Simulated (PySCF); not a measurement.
System: C8H7PSe.

```xyz
17

C     1.7796    3.2722   -0.0359
C     0.8075    2.6285   -0.3731
P    -0.5937    1.7217   -0.9599
Se   -0.9449    1.8214   -3.0162
C    -0.3675    0.0608   -0.2418
C    -0.4395   -1.0551   -1.0744
C    -0.2868   -2.3294   -0.5295
C    -0.0664   -2.4829    0.8378
C     0.0050   -1.3630    1.6686
C    -0.1444   -0.0880    1.1315
H     2.6426    3.8415    0.2623
H    -1.6102    2.2799   -0.1334
H    -0.6164   -0.9076   -2.1443
H    -0.3414   -3.2065   -1.1785
H     0.0521   -3.4827    1.2623
H     0.1797   -1.4849    2.7402
H    -0.0786    0.7904    1.7800
```

Geometry: PBE0-D3(BJ)/def2-SVP.

Computed with PySCF 2.14.0, B3LYP/def2-SVPD, SCF density, gas phase.

Predict the electron density and electron localisation function between the atoms.

P–Se (2.09 Å): the density is about 0.95 e/Å³ at the midpoint; the ELF peaks at about 0.90 between the atoms (a covalent bond).
C–H (1.09 Å): the density is about 2 e/Å³ at the midpoint; the ELF climbs to about 1 towards the hydrogen, as it does in any bond to H; a covalent bond by its length.
C–C (1.39 Å): ρ is about 2.1 e/Å³ halfway; the ELF peaks at about 0.95 between the atoms (a covalent bond).
C–P (1.82 Å): ρ at the midpoint is about 1.2 e/Å³; the ELF peaks at about 0.95 between the atoms: a shared electron pair.

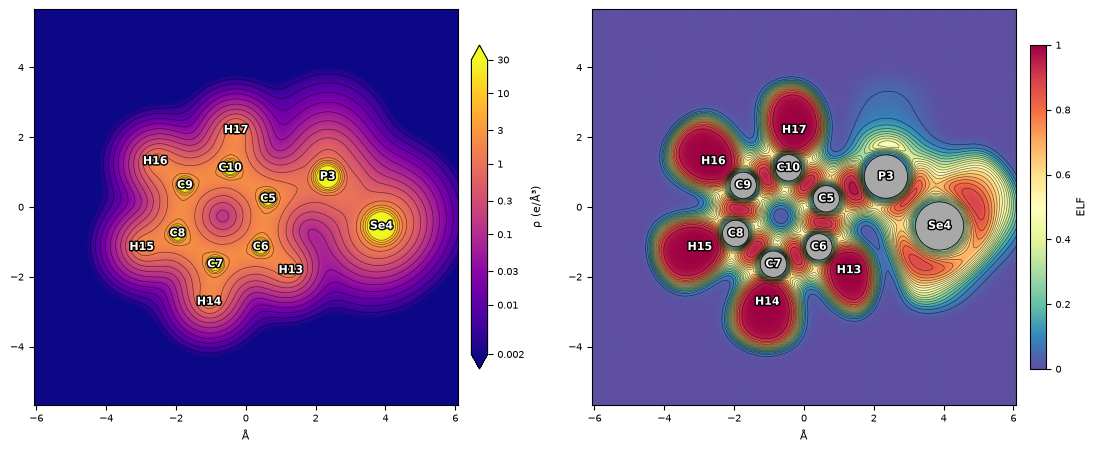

Computed electron density and electron localisation function on the plane of atoms C5, C6 and C7, in this order. Grey discs cover the atomic cores in the ELF map. 
